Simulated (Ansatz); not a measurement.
## Electronic structure of H₄O₄Si···HF in real space

Input file:

```
crystal:
  periodic: [false, false, false]
  atoms:
    - {symbol: Si, position_ang: [-0.489494, -0.252802, -0.113204]}
    - {symbol: O, position_ang: [0.207813, 1.252993, -0.119725]}
    - {symbol: O, position_ang: [-1.398706, -0.574438, -1.421859]}
    - {symbol: O, position_ang: [-1.491356, -0.225094, 1.166260]}
    - {symbol: O, position_ang: [0.745629, -1.296738, -0.077333]}
    - {symbol: H, position_ang: [1.765710, 1.138328, 0.393657]}
    - {symbol: F, position_ang: [2.581274, 0.754108, 0.689173]}
    - {symbol: H, position_ang: [-0.348143, 1.981227, 0.165473]}
    - {symbol: H, position_ang: [-0.940818, -0.920127, -2.189792]}
    - {symbol: H, position_ang: [-2.201576, -0.867826, 1.186930]}
    - {symbol: H, position_ang: [1.569566, -0.989630, 0.320219]}
basis:
  gaussian: {orbitals: def2-TZVPP}
hamiltonian: {xc: pbe0, dispersion: d4}
output: {orbitals: {seedname: orbitals}}
```

Run with:

```sh
ansatz run in.yaml --threads 8 --pin off --events-out ev --progress --plain --max-ram 19148MiB
```

The reactant side of a reaction path; geometry: PBE0-D4/def2-TZVP.

These are results of RKS PBE0-D4/def2-TZVPP in Ansatz, not measurements.

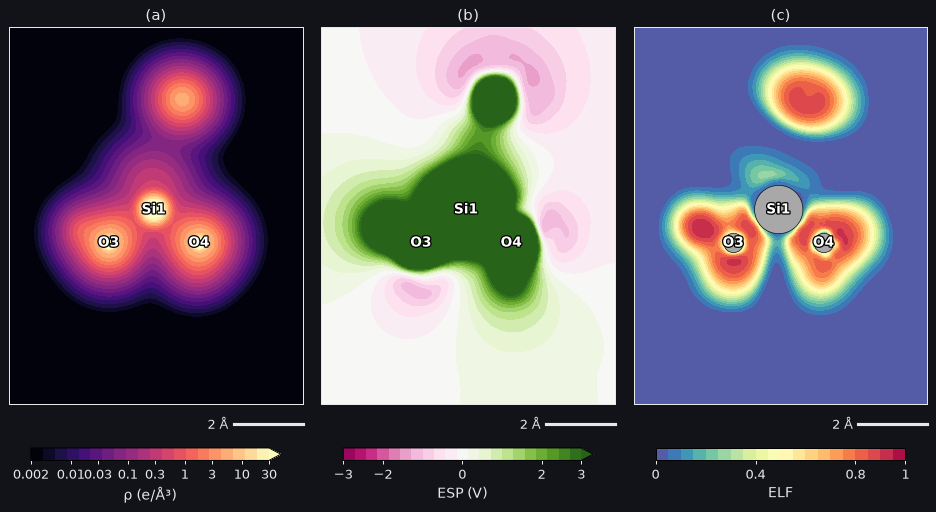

Figure 1. (a) electron density; (b) molecular electrostatic potential; (c) ELF on the plane of atoms O3, Si1 and O4. Grey discs cover the atomic cores in the ELF map.

> Interpret the plot.

- The section cuts through Si and O sites.
- Si–O (1.63 Å): ρ is about 1.3 e/Å³ halfway; the ELF peaks at about 0.90 between the atoms: a short, strongly polar bond.
- The ELF also peaks beside O3 and O4, away from the bonds: lone-pair regions.
- Outside the dense part of the complex the potential is most negative (−1.4 V) near F7, which lies off the plane.

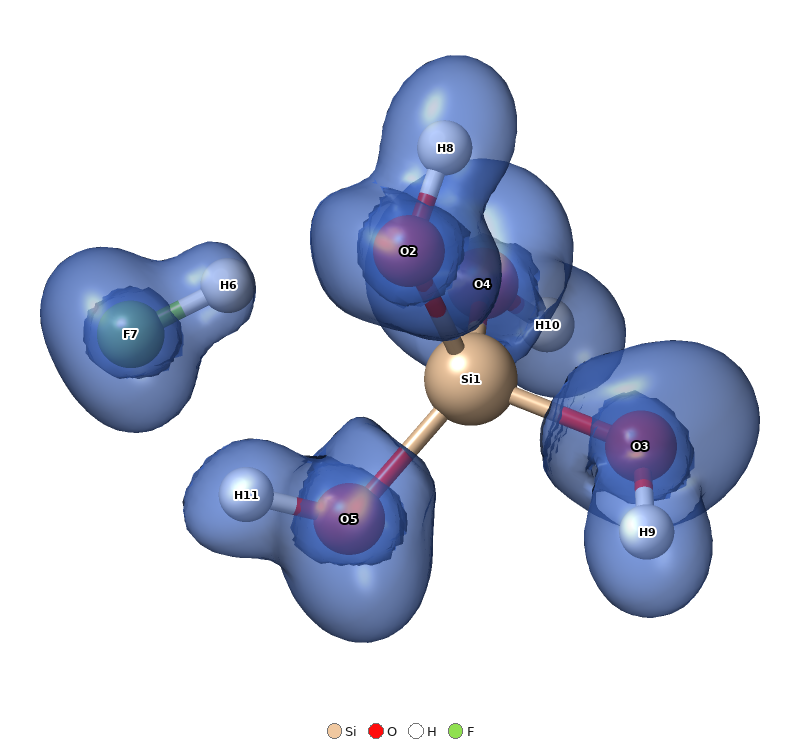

Figure 2. Isosurface of the ELF at 0.75 (blue), seen at an oblique angle. Only the valence region is drawn (cores and ρ < 0.01 e/Å³ removed).

> Describe the localisation domains.

The surface consists of one joined region spread over several atoms (F, H), in which their bonds and any lone pairs are merged and four joined regions spread over several atoms (H, O), in which their bonds and any lone pairs are merged.


O2···H6 (1.64 Å): the ELF dips to about 0.20 between them; a closed-shell contact with the geometry of a hydrogen bond. Si–O (1.62 Å): the ELF peaks at about 0.85 between the atoms (a polar covalent bond).

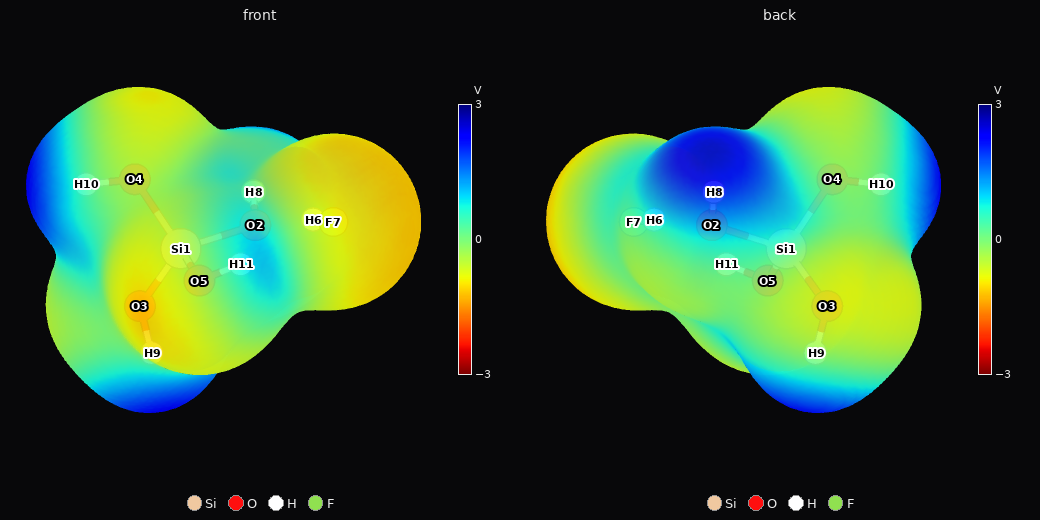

Figure 3. The electrostatic potential painted on the density surface at 0.001 e/bohr³, seen from the front and from behind; the colour scale runs from red (negative) to blue (positive).

> Describe the electrostatic potential map.

The most negative region (about −1.2 V) lies over F7, the most positive (about +2.5 V) over H8.
